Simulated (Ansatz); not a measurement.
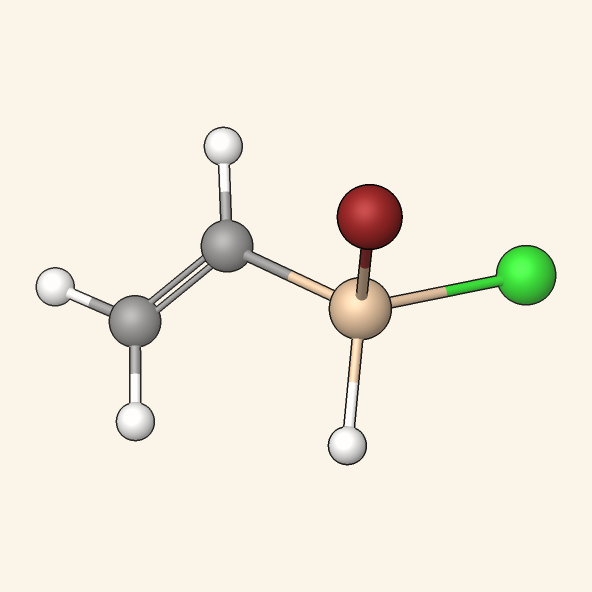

Ball-and-stick drawing of a structure. Multiple sticks mark multiple bonds (one Kekulé form). Colours: carbon grey, silicon light orange, chlorine green, bromine red, hydrogen white.

The computed structure is the end point of a PBE0-D4/def2-TZVP optimisation.

Identify the structure.

Formula C2H4BrClSi. As SMILES it reads `C=C[Si@@H](Cl)Br`. It has no ring. Among its groups: alkene, Si–H bond. This geometry has C1 symmetry. Coordination: 2 C trigonal planar; 1 Si tetrahedral.

The parts below concern this one geometry. Atoms keep their numbers from picture to picture.

## Geometry

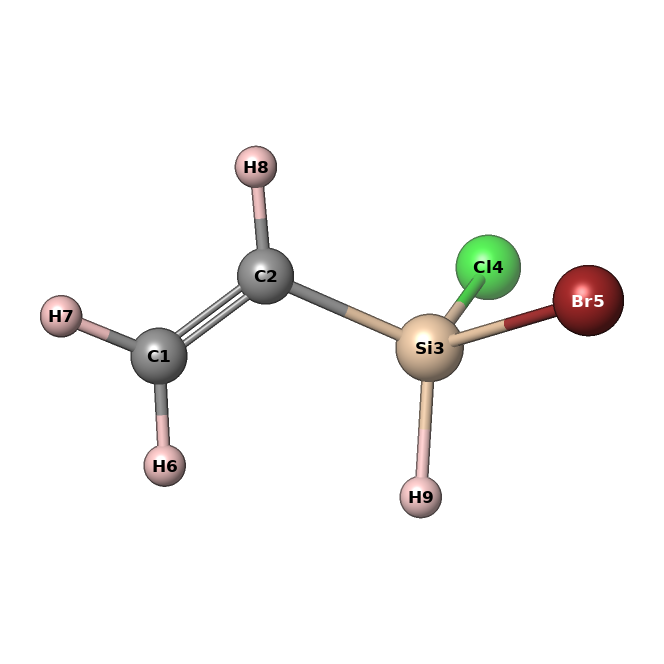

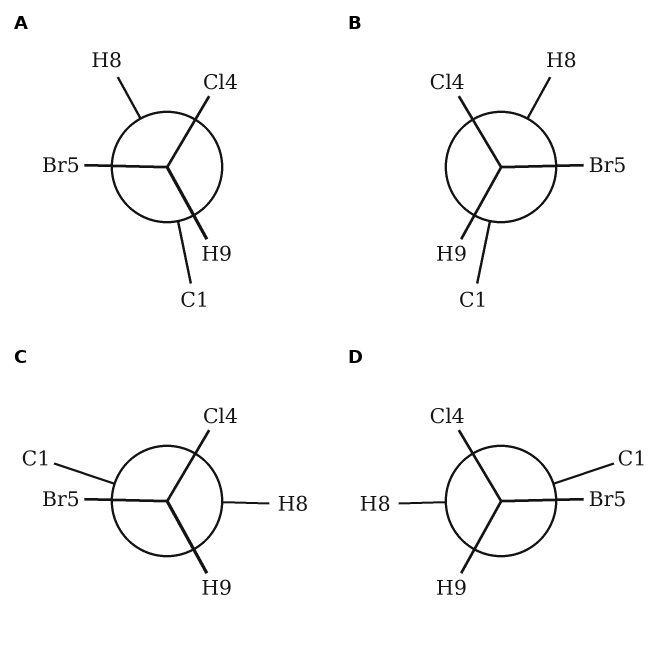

Depth is shown by fading: the farther an atom, the more it takes the colour of the background. Bonds that would overlap in a projection are set slightly apart.

Question: Which Newman projection shows the view along Si3–C2, with Si3 in front?

Answer: A. The torsion angle Br5–Si3–C2–C1 is −120°, anticlinal.

## Dipole moment

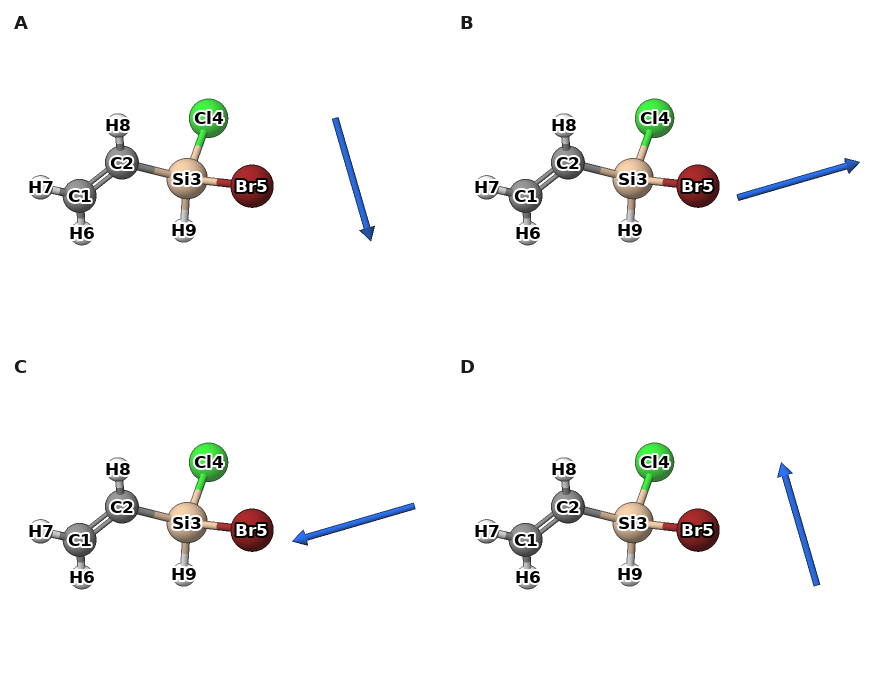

The same molecule four times, each with an arrow. Properties computed with RKS B3LYP-D4/def2-TZVPP (Ansatz 0.2.0).

Question: Which arrow points along the dipole moment, from the negative to the positive end?

Answer: C. The dipole moment is 2.20 D; it points from the side of Br5 to the side of H7 (the outermost atoms at the two ends).

## Electronic properties

Method: RKS BHLYP-D4/def2-TZVPP (Ansatz 0.2.0).

Predict the main results.

- HOMO energy (Kohn–Sham orbital): −9.36 eV
- LUMO energy (Kohn–Sham orbital): −0.01 eV
- HOMO–LUMO gap: 9.35 eV
- dispersion correction: −35.5 kJ/mol

## Charges

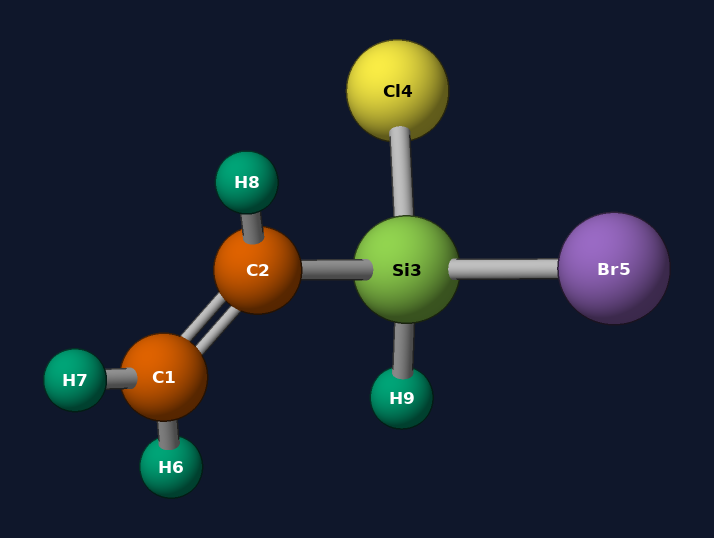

The questions are on Mulliken charges. Method: RKS ωB97M-V/def2-TZVPP (Ansatz 0.2.0).

List the Mulliken charges.

```json
{"atom": "C1", "value (e)": "−0.16"}
{"atom": "C2", "value (e)": "−0.24"}
{"atom": "Si3", "value (e)": "0.47"}
{"atom": "Cl4", "value (e)": "−0.19"}
{"atom": "Br5", "value (e)": "−0.19"}
{"atom": "H6", "value (e)": "0.10"}
{"atom": "H7", "value (e)": "0.12"}
{"atom": "H8", "value (e)": "0.11"}
{"atom": "H9", "value (e)": "−0.02"}
```

## Thermal motion

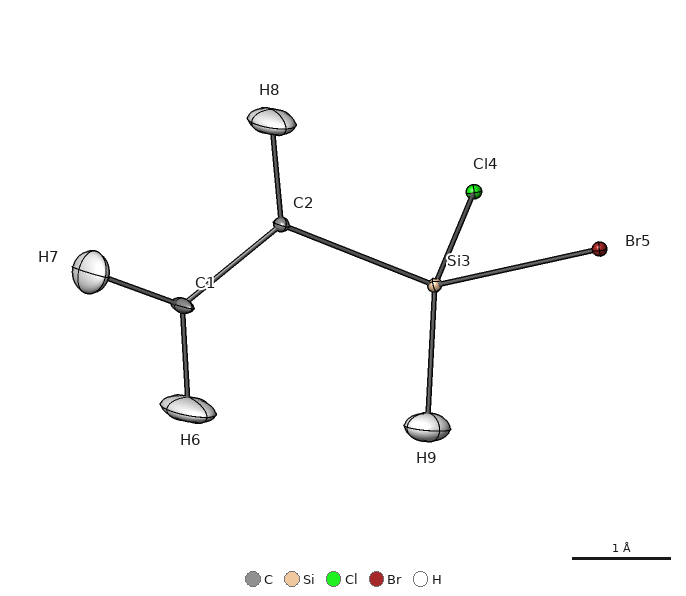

Displacement ellipsoids at the 50 % level, from the internal vibrations of the free molecule (harmonic, no overall translation or rotation; no half-axis is drawn under 0.075 Å). Vibrations computed with RKS PBE0-D4/def2-TZVP (Ansatz 0.2.0). Temperature: 100 K.

Question: Which atom has the largest mean-square displacement?

Answer: H6, with U_eq = 0.0436 Å².

Question: Does H6 move more along its bond or across it?

Answer: Across it: the root-mean-square amplitude is 0.080 Å along the bond and up to 0.319 Å across, since bending and torsion are softer than stretching.

Give the displacement parameters, one line for each set of equivalent atoms.

| atom | U_eq (Å²) | rms amplitudes (Å) |
| --- | --- | --- |
| C1 | 0.0087 | 0.037, 0.055, 0.147 |
| C2 | 0.0035 | 0.042, 0.052, 0.078 |
| Si3 | 0.0018 | 0.036, 0.045, 0.047 |
| Cl4 | 0.0017 | 0.018, 0.046, 0.052 |
| Br5 | 0.00052 | 0.008, 0.023, 0.031 |
| H6 | 0.0436 | 0.078, 0.152, 0.319 |
| H7 | 0.0280 | 0.088, 0.143, 0.236 |
| H8 | 0.0325 | 0.081, 0.141, 0.267 |
| H9 | 0.0189 | 0.095, 0.152, 0.157 |

Mulliken values depend strongly on the basis set and can even reverse the polarity of a bond.
